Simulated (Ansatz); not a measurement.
Molecular dynamics, with input and output: TaNH4Cl3OF (part 4 of 4)

The same run, continued: TaNH4Cl3OF; RKS PBE/def2-SVP (Ansatz 0.2.0). It belongs to a series of runs on one base structure; here: dynamics from the highest image of the converged band.

Geometry of the input (Å):
```
Ta -0.0655  -0.1900  -0.1926
O  1.9803  -0.0325  -0.2041
H  2.4892  0.3838  0.5152
Cl 0.1094  -0.3558  2.1668
Cl -0.1012  0.3237  -2.4793
N  -0.8132  1.6027  0.1254
H  -1.0246  1.9822  1.0544
H  -1.1025  2.2496  -0.6164
Cl -1.8756  -1.6533  -0.2839
F  1.1428  -2.1047  -0.5912
H  1.8958  -1.3844  -0.4233
```

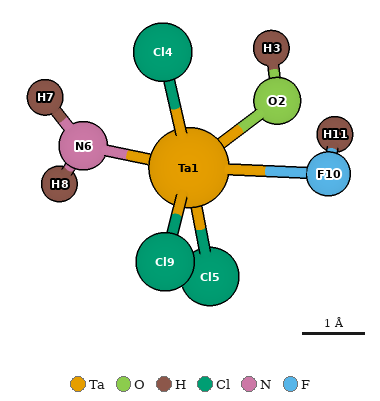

The geometry at step 160 of the log (ball-and-stick view, seen at a tilt; atoms are numbered from 1 in the order of the input).

### Trajectory as extended XYZ, continued
```
11
Properties=species:S:1:pos:R:3:forces:R:3 step=120 time_fs=60.0 energy=-45409.14545 temperature=50.2
Ta   -0.0627   -0.1712   -0.1901    0.4020  -0.0903   0.1702
O     1.9581   -0.0192   -0.2188   -0.4558  -0.3019  -0.2730
H     2.4263    0.6183    0.3319    0.3577   0.2985   0.2923
Cl    0.1079   -0.4072    2.1871   -0.0222   0.0279  -0.2522
Cl   -0.1700    0.2683   -2.4952    0.0414   0.0629   0.0202
N    -0.7689    1.6221    0.1597   -0.2976   0.6680   0.1263
H    -0.7861    2.0866    1.0852   -0.0219  -0.3418  -0.2604
H    -1.2493    2.2340   -0.5252    0.2829  -0.3124   0.0991
Cl   -1.8670   -1.6245   -0.3539   -0.1056  -0.1589   0.0875
F     1.2117   -2.1752   -0.5068    0.2255   0.3918   0.1355
H     1.9553   -1.4901   -0.3436   -0.4063  -0.2438  -0.1456
11
Properties=species:S:1:pos:R:3:forces:R:3 step=125 time_fs=62.5 energy=-45409.13351 temperature=39.9
Ta   -0.0631   -0.1703   -0.1894    0.4938  -0.1064   0.1498
O     1.9628   -0.0234   -0.2256   -0.1965   0.2425   0.1662
H     2.4259    0.6407    0.3247    0.0100  -0.2209  -0.1320
Cl    0.1061   -0.4113    2.1888   -0.0181   0.0442  -0.2861
Cl   -0.1717    0.2680   -2.4959    0.0450   0.0537   0.0344
N    -0.7704    1.6214    0.1547   -0.2562   0.6186   0.0341
H    -0.7924    2.1057    1.0599    0.0538  -0.3066   0.1907
H    -1.2464    2.2476   -0.5107    0.1710  -0.2742  -0.2341
Cl   -1.8637   -1.6225   -0.3545   -0.1411  -0.1879   0.0825
F     1.2143   -2.1776   -0.5039    0.1434   0.3634   0.1313
H     1.9510   -1.4894   -0.3397   -0.3052  -0.2265  -0.1367
11
Properties=species:S:1:pos:R:3:forces:R:3 step=130 time_fs=65.0 energy=-45409.12511 temperature=32.8
Ta   -0.0635   -0.1695   -0.1886    0.5933   0.0094   0.1529
O     1.9668   -0.0268   -0.2319   -0.2315   0.4871   0.3141
H     2.4276    0.6521    0.3113   -0.1045  -0.3903  -0.2641
Cl    0.1042   -0.4154    2.1899   -0.0195   0.0588  -0.3116
Cl   -0.1734    0.2677   -2.4966    0.0453   0.0459   0.0460
N    -0.7728    1.6232    0.1499   -0.0078   0.1588   0.0552
H    -0.7959    2.1071    1.0456    0.0576  -0.1574   0.5427
H    -1.2340    2.2462   -0.5105   -0.0643   0.0116  -0.5936
Cl   -1.8606   -1.6209   -0.3548   -0.1756  -0.2225   0.0768
F     1.2172   -2.1789   -0.5006   -0.3319  -0.0891   0.0201
H     1.9308   -1.5008   -0.3435    0.2390   0.0878  -0.0385
11
Properties=species:S:1:pos:R:3:forces:R:3 step=135 time_fs=67.5 energy=-45409.13755 temperature=43.4
Ta   -0.0636   -0.1687   -0.1878    0.6594   0.0720   0.1431
O     1.9696   -0.0287   -0.2373   -0.7117  -0.0627  -0.1252
H     2.4260    0.6443    0.2854    0.2982   0.1999   0.1914
Cl    0.1023   -0.4193    2.1906   -0.0201   0.0758  -0.3262
Cl   -0.1749    0.2675   -2.4973    0.0469   0.0437   0.0534
N    -0.7755    1.6259    0.1454   -0.0617   0.3443   0.1727
H    -0.7963    2.0977    1.0590   -0.0145  -0.2457   0.0462
H    -1.2232    2.2430   -0.5417    0.0817  -0.1171  -0.2019
Cl   -1.8578   -1.6196   -0.3551   -0.2063  -0.2477   0.0731
F     1.2191   -2.1804   -0.4973   -0.5799  -0.3386  -0.0412
H     1.9235   -1.5074   -0.3499    0.5081   0.2761   0.0146
11
Properties=species:S:1:pos:R:3:forces:R:3 step=140 time_fs=70.0 energy=-45409.14963 temperature=53.7
Ta   -0.0635   -0.1678   -0.1870    0.6664   0.0292   0.1196
O     1.9700   -0.0306   -0.2429   -0.6153  -0.0314  -0.0735
H     2.4396    0.6448    0.2680    0.2540   0.1379   0.1374
Cl    0.1004   -0.4232    2.1907   -0.0219   0.0989  -0.3293
Cl   -0.1764    0.2674   -2.4978    0.0495   0.0495   0.0578
N    -0.7783    1.6300    0.1415   -0.0766   0.3376   0.0521
H    -0.7978    2.0744    1.0759   -0.1226  -0.1717  -0.3443
H    -1.2076    2.2330   -0.5843    0.2290  -0.2239   0.3223
Cl   -1.8553   -1.6187   -0.3552   -0.2279  -0.2561   0.0728
F     1.2194   -2.1828   -0.4940   -0.1761   0.0487   0.0310
H     1.9426   -1.5002   -0.3560    0.0414  -0.0187  -0.0459
11
Properties=species:S:1:pos:R:3:forces:R:3 step=145 time_fs=72.5 energy=-45409.14202 temperature=47.2
Ta   -0.0632   -0.1670   -0.1861    0.6512  -0.0042   0.1035
O     1.9682   -0.0325   -0.2487   -0.1010   0.4816   0.3325
H     2.4663    0.6509    0.2569   -0.1770  -0.4178  -0.2812
Cl    0.0985   -0.4268    2.1902   -0.0277   0.1221  -0.3266
Cl   -0.1778    0.2673   -2.4982    0.0509   0.0580   0.0629
N    -0.7814    1.6353    0.1379    0.2594  -0.4617  -0.1435
H    -0.8065    2.0425    1.0760   -0.2170   0.1973  -0.0193
H    -1.1803    2.2122   -0.6111    0.0131   0.1528   0.2007
Cl   -1.8532   -1.6183   -0.3552   -0.2404  -0.2572   0.0739
F     1.2191   -2.1851   -0.4907    0.2050   0.3933   0.0774
H     1.9644   -1.4937   -0.3646   -0.4165  -0.2642  -0.0804
11
Properties=species:S:1:pos:R:3:forces:R:3 step=150 time_fs=75.0 energy=-45409.13841 temperature=44.2
Ta   -0.0627   -0.1661   -0.1852    0.6633   0.0481   0.0976
O     1.9659   -0.0328   -0.2534   -0.2487   0.2111   0.1388
H     2.4857    0.6366    0.2323   -0.0246  -0.1271  -0.0877
Cl    0.0965   -0.4302    2.1892   -0.0358   0.1344  -0.3194
Cl   -0.1792    0.2674   -2.4986    0.0524   0.0600   0.0658
N    -0.7834    1.6387    0.1337    0.5255  -1.0318  -0.0636
H    -0.8279    2.0215    1.0744   -0.2574   0.3910   0.1809
H    -1.1521    2.2005   -0.6268   -0.2011   0.4942  -0.0734
Cl   -1.8516   -1.6183   -0.3551   -0.2494  -0.2638   0.0741
F     1.2193   -2.1862   -0.4871    0.1155   0.2622   0.0297
H     1.9640   -1.5013   -0.3777   -0.3397  -0.1785  -0.0429
11
Properties=species:S:1:pos:R:3:forces:R:3 step=155 time_fs=77.5 energy=-45409.14942 temperature=53.6
Ta   -0.0619   -0.1652   -0.1842    0.6971   0.1345   0.0913
O     1.9624   -0.0323   -0.2577   -0.6301  -0.2273  -0.1846
H     2.5047    0.6160    0.2034    0.3100   0.3730   0.2405
Cl    0.0944   -0.4335    2.1876   -0.0439   0.1340  -0.3015
Cl   -0.1804    0.2675   -2.4988    0.0555   0.0541   0.0594
N    -0.7833    1.6381    0.1292    0.2849  -0.5195   0.0626
H    -0.8642    2.0217    1.0798   -0.1902   0.1854  -0.2775
H    -1.1340    2.2148   -0.6433   -0.0414   0.2042   0.2732
Cl   -1.8504   -1.6188   -0.3548   -0.2578  -0.2757   0.0734
F     1.2198   -2.1866   -0.4835   -0.3936  -0.2674  -0.0699
H     1.9457   -1.5181   -0.3932    0.2096   0.2047   0.0331
11
Properties=species:S:1:pos:R:3:forces:R:3 step=160 time_fs=80.0 energy=-45409.16160 temperature=64.1
Ta   -0.0610   -0.1643   -0.1833    0.6836   0.1120   0.0682
O     1.9570   -0.0324   -0.2624   -0.1451   0.2315   0.1291
H     2.5377    0.6122    0.1849   -0.1359  -0.0655  -0.0838
Cl    0.0923   -0.4364    2.1855   -0.0514   0.1321  -0.2773
Cl   -0.1815    0.2678   -2.4989    0.0606   0.0482   0.0529
N    -0.7820    1.6352    0.1250   -0.0185   0.0925   0.0385
H    -0.9116    2.0331    1.0705   -0.0638  -0.0211  -0.4066
H    -1.1184    2.2412   -0.6445    0.1041  -0.1357   0.4493
Cl   -1.8496   -1.6197   -0.3544   -0.2562  -0.2743   0.0746
F     1.2191   -2.1878   -0.4800   -0.6060  -0.4887  -0.1107
H     1.9384   -1.5237   -0.4069    0.4286   0.3691   0.0658
11
Properties=species:S:1:pos:R:3:forces:R:3 step=165 time_fs=82.5 energy=-45409.17345 temperature=74.1
Ta   -0.0598   -0.1634   -0.1823    0.5842  -0.0572   0.0218
O     1.9509   -0.0318   -0.2667    0.2623   0.3904   0.2488
H     2.5639    0.6061    0.1627   -0.3785  -0.2690  -0.2236
Cl    0.0901   -0.4392    2.1829   -0.0555   0.1349  -0.2552
Cl   -0.1826    0.2681   -2.4989    0.0693   0.0470   0.0575
N    -0.7806    1.6325    0.1210   -0.0079   0.0646   0.0654
H    -0.9631    2.0443    1.0404   -0.0018  -0.0376   0.1264
H    -1.0980    2.2620   -0.6225    0.0013  -0.0135  -0.0903
Cl   -1.8492   -1.6211   -0.3539   -0.2363  -0.2472   0.0792
F     1.2166   -2.1904   -0.4769   -0.1267  -0.0148  -0.0758
H     1.9525   -1.5102   -0.4170   -0.1103   0.0025   0.0457
11
Properties=species:S:1:pos:R:3:forces:R:3 step=170 time_fs=85.0 energy=-45409.15480 temperature=58.3
Ta   -0.0584   -0.1625   -0.1813    0.4495  -0.2167  -0.0311
O     1.9456   -0.0299   -0.2703   -0.0919  -0.1983  -0.1178
H     2.5716    0.5879    0.1298    0.1357   0.2791   0.1312
Cl    0.0877   -0.4417    2.1800   -0.0568   0.1341  -0.2264
Cl   -0.1835    0.2685   -2.4989    0.0796   0.0452   0.0609
N    -0.7794    1.6301    0.1173   -0.0551   0.1493   0.2268
H    -1.0148    2.0528    1.0165    0.0619  -0.1388   0.3886
H    -1.0772    2.2819   -0.6054   -0.0388   0.0682  -0.4986
Cl   -1.8492   -1.6229   -0.3533   -0.2072  -0.2119   0.0842
F     1.2138   -2.1930   -0.4741    0.2168   0.3520  -0.0589
H     1.9610   -1.4957   -0.4243   -0.4938  -0.2621   0.0411
11
Properties=species:S:1:pos:R:3:forces:R:3 step=175 time_fs=87.5 energy=-45409.15138 temperature=55.3
Ta   -0.0568   -0.1616   -0.1803    0.3248  -0.2234  -0.0724
O     1.9400   -0.0286   -0.2741   -0.0490  -0.2003  -0.1220
H     2.5846    0.5836    0.1028    0.1421   0.3058   0.1356
Cl    0.0853   -0.4440    2.1766   -0.0599   0.1254  -0.1785
Cl   -0.1843    0.2690   -2.4987    0.0857   0.0397   0.0484
N    -0.7784    1.6286    0.1145   -0.4014   0.8102   0.2521
H    -1.0622    2.0522    1.0123    0.2149  -0.3670   0.0218
H    -1.0575    2.3030   -0.6138    0.1365  -0.3261  -0.1429
Cl   -1.8496   -1.6251   -0.3525   -0.1800  -0.1876   0.0865
F     1.2115   -2.1947   -0.4714    0.0300   0.1909  -0.0780
H     1.9432   -1.4952   -0.4290   -0.2437  -0.1677   0.0492
11
Properties=species:S:1:pos:R:3:forces:R:3 step=180 time_fs=90.0 energy=-45409.15180 temperature=55.7
Ta   -0.0552   -0.1608   -0.1793    0.1906  -0.1093  -0.1030
O     1.9345   -0.0278   -0.2784    0.5052   0.3623   0.1889
H     2.6028    0.5946    0.0822   -0.4249  -0.2049  -0.1678
Cl    0.0828   -0.4461    2.1729   -0.0653   0.1167  -0.1203
Cl   -0.1849    0.2695   -2.4984    0.0861   0.0366   0.0312
N    -0.7791    1.6303    0.1127   -0.4252   0.8188   0.1186
H    -1.0975    2.0312    1.0109    0.2274  -0.3038  -0.0905
H    -1.0305    2.3063   -0.6316    0.1510  -0.4216   0.1074
Cl   -1.8503   -1.6276   -0.3516   -0.1492  -0.1658   0.0868
F     1.2091   -2.1958   -0.4690   -0.4744  -0.3144  -0.1078
H     1.9128   -1.5034   -0.4308    0.3785   0.1853   0.0564
11
Properties=species:S:1:pos:R:3:forces:R:3 step=185 time_fs=92.5 energy=-45409.16150 temperature=63.9
Ta   -0.0535   -0.1600   -0.1783    0.0108  -0.0559  -0.1418
O     1.9306   -0.0260   -0.2820    0.3189   0.1441   0.0682
H     2.6001    0.5973    0.0539   -0.1853   0.0118  -0.0397
Cl    0.0802   -0.4480    2.1690   -0.0673   0.1159  -0.0658
Cl   -0.1854    0.2702   -2.4981    0.0869   0.0415   0.0236
N    -0.7814    1.6352    0.1115    0.0107  -0.0801   0.0579
H    -1.1203    1.9935    1.0064    0.0336   0.0420   0.2142
H    -0.9956    2.2874   -0.6457   -0.0634   0.0577  -0.1463
Cl   -1.8513   -1.6304   -0.3505   -0.1054  -0.1257   0.0880
F     1.2054   -2.1979   -0.4669   -0.5103  -0.3477  -0.1024
H     1.9023   -1.5022   -0.4293    0.4708   0.1964   0.0440
11
Properties=species:S:1:pos:R:3:forces:R:3 step=190 time_fs=95.0 energy=-45409.15268 temperature=56.4
Ta   -0.0517   -0.1593   -0.1775   -0.1918  -0.1199  -0.1944
O     1.9278   -0.0237   -0.2854   -0.0398  -0.3659  -0.1547
H     2.5880    0.6022    0.0239    0.3148   0.4572   0.1846
Cl    0.0774   -0.4497    2.1651   -0.0641   0.1179  -0.0077
Cl   -0.1857    0.2708   -2.4978    0.0897   0.0501   0.0146
N    -0.7838    1.6399    0.1106    0.2499  -0.5970   0.1101
H    -1.1404    1.9574    1.0126   -0.0369   0.2473   0.1194
H    -0.9641    2.2708   -0.6670   -0.2031   0.3067  -0.1143
Cl   -1.8524   -1.6333   -0.3493   -0.0567  -0.0741   0.0892
F     1.2003   -2.2008   -0.4651    0.0119   0.1975  -0.0594
H     1.9165   -1.4916   -0.4252   -0.0738  -0.2198   0.0126
11
Properties=species:S:1:pos:R:3:forces:R:3 step=195 time_fs=97.5 energy=-45409.13530 temperature=41.5
Ta   -0.0501   -0.1586   -0.1766   -0.3355  -0.1531  -0.2468
O     1.9252   -0.0224   -0.2893    0.5282   0.0509   0.0731
H     2.5889    0.6291    0.0023   -0.1592  -0.0144  -0.0396
Cl    0.0746   -0.4512    2.1611   -0.0599   0.1134   0.0609
Cl   -0.1859    0.2716   -2.4974    0.0889   0.0537  -0.0060
N    -0.7852    1.6424    0.1101    0.1356  -0.3735   0.0184
H    -1.1617    1.9352    1.0238    0.0806   0.2556  -0.3423
H    -0.9440    2.2697   -0.6922   -0.1905   0.0429   0.4364
Cl   -1.8537   -1.6365   -0.3479   -0.0151  -0.0350   0.0871
F     1.1951   -2.2032   -0.4636    0.3028   0.4703  -0.0281
H     1.9277   -1.4928   -0.4204   -0.3760  -0.4107  -0.0132
11
Properties=species:S:1:pos:R:3:forces:R:3 step=200 time_fs=100.0 energy=-45409.13784 temperature=43.6
Ta   -0.0485   -0.1580   -0.1759   -0.3662  -0.0796  -0.2958
O     1.9245   -0.0210   -0.2929    0.7085   0.3210   0.1950
H     2.5819    0.6564   -0.0209   -0.4010  -0.2783  -0.1412
Cl    0.0716   -0.4525    2.1572   -0.0561   0.1019   0.1245
Cl   -0.1859    0.2725   -2.4971    0.0830   0.0495  -0.0208
N    -0.7860    1.6431    0.1097    0.1585  -0.3901  -0.0677
H    -1.1789    1.9285    1.0173    0.0709   0.2832  -0.2925
H    -0.9354    2.2725   -0.6941   -0.1973   0.0152   0.4720
Cl   -1.8549   -1.6396   -0.3464    0.0224  -0.0113   0.0813
F     1.1907   -2.2043   -0.4621    0.0614   0.1746  -0.0325
H     1.9194   -1.5166   -0.4163   -0.0840  -0.1861  -0.0222
```
